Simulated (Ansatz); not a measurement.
CH$_{7}$NSi (SMILES C[SiH][NH3+]) (charge +1, doublet)

| atom | x (Å) | y (Å) | z (Å) |
| --- | --- | --- | --- |
| C | 0.1522 | 0.0004 | 0.1392 |
| N | -1.3772 | 1.7269 | -1.8023 |
| Si | -0.5112 | 1.7183 | -0.0690 |
| H | 0.8620 | -0.2538 | -0.6666 |
| H | 0.7017 | -0.0428 | 1.0940 |
| H | -0.6438 | -0.7583 | 0.1817 |
| H | 0.4745 | 2.8148 | -0.2746 |
| H | -1.7810 | 2.6467 | -2.0214 |
| H | -0.7300 | 1.5019 | -2.5703 |
| H | -2.1473 | 1.0487 | -1.8594 |

Geometry: PBE0-D3(BJ)/def2-SVP.

Method: isolated molecule in a Gaussian basis; Kohn-Sham density functional theory, functional PBE0 in Ansatz 0.2.0.

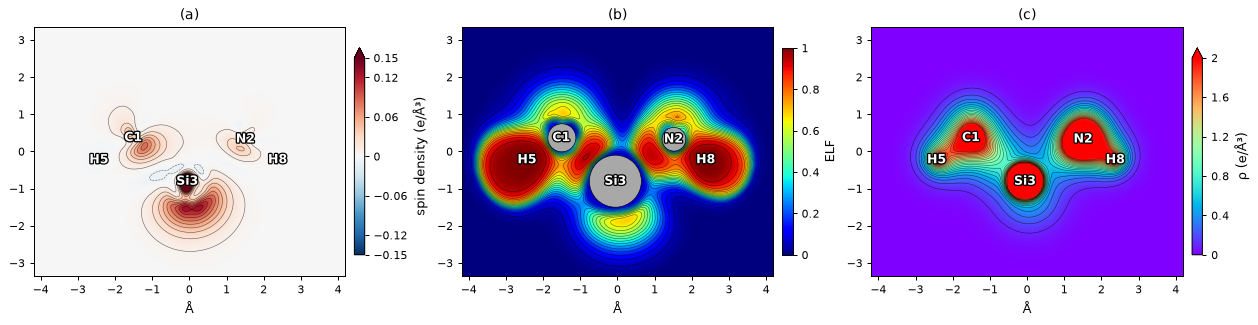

Figure 1. (a) spin density (α minus β); (b) ELF; (c) electron density on the plane of atoms Si3, N2 and H8. Grey discs cover the atomic cores in the ELF map.

> Interpret the plot.

Atoms in the plane: C, N, Si and H.
C–Si (1.85 Å): ρ is about 0.99 e/Å³ halfway; the ELF peaks at about 0.95 between the atoms (localised, covalent bonding).
Si–N (1.94 Å): the density is about 0.74 e/Å³ at the midpoint; the ELF peaks at about 0.95 between the atoms (a shared but strongly polarised pair).
N–H (1.03 Å): ρ at the midpoint is about 2.9 e/Å³; the ELF climbs to about 1 towards the hydrogen, as it does in any bond to H; a covalent bond by its length.
C–H (1.10 Å): the density is about 1.9 e/Å³ at the midpoint; the ELF climbs to about 1 towards the hydrogen; a covalent bond by its length.
The unpaired spin (1 electron) lies mostly on Si3 (about 0.8), in electrons by Hirshfeld's partition.

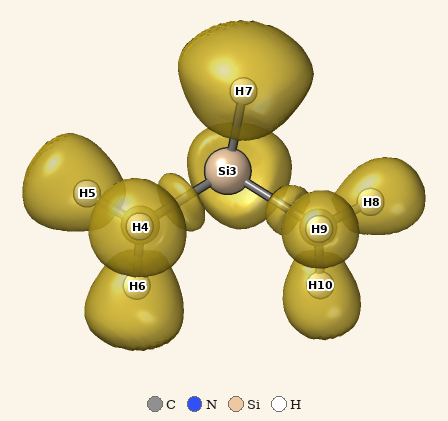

Figure 2. Isosurface of the ELF at 0.85 (yellow), seen across its widest extent. Only the valence region is drawn (cores and ρ < 0.01 e/Å³ removed).

> Where are the electrons localised?

The surface consists of one region between bonded C–Si atoms (shared pairs), one region between bonded N–Si atoms (shared pairs), seven regions around hydrogen nuclei and one lobe on Si, pointing away from the bonds (non-bonding electrons).

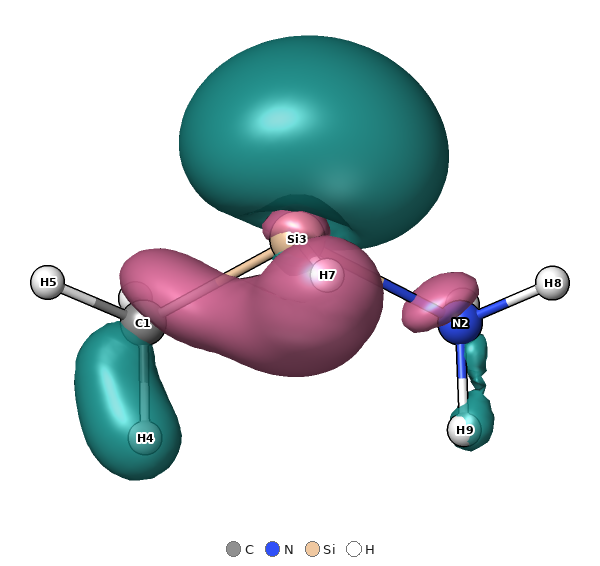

Figure 3. The HOMO (α) at ±0.15 Å⁻³ᐟ² (teal and pink are the two phases), seen from one side.

> What is the character of this orbital?

Its weight (Hirshfeld) is mainly on Si3 (about 75 %), C1 (about 10 %) and H7 (about 5 %). Its energy is −11.59 eV.

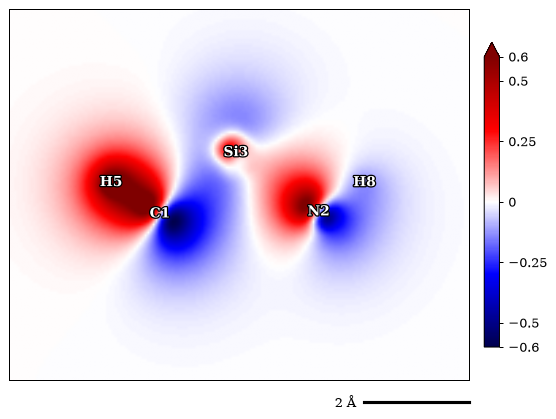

Figure 4. The HOMO−1 (β) on the plane of atoms C1, Si3 and N2 (values in Å⁻³ᐟ²; the overall sign is arbitrary).

> What is the character of this orbital?

By Hirshfeld shares it lies mainly on C1 (about 35 %), H5 (about 20 %), Si3 (about 15 %), N2 (about 10 %), H6 (about 10 %) and H7 (about 5 %). Its energy is −15.80 eV.
